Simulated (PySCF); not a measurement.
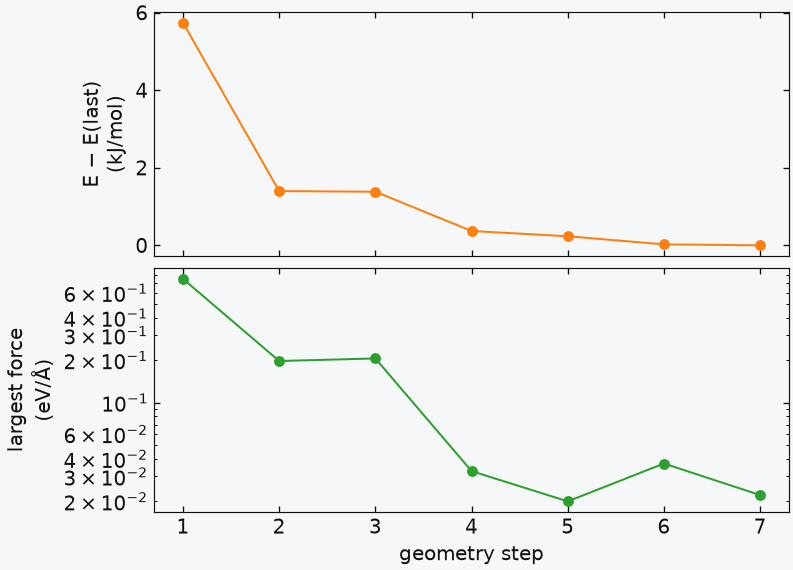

History of a geometry optimisation.

System: C5H10F (SMILES C[CH][C@@H](C)CF), multiplicity 2.
Method: PBE0-D3(BJ)/def2-SVP, geometry optimisation in PySCF 2.14.0, density fitting.

Q: How did the optimisation end?

A: The optimisation met its thresholds at geometry 7, counting the start as the first. The energy fell by about 5.7 kJ/mol from the first step to the last. The largest force goes from about 0.75 eV/Å at the start to 0.022 eV/Å at the end.

Q: By which step was nine tenths of the energy gained?

A: By step 4 of 7.
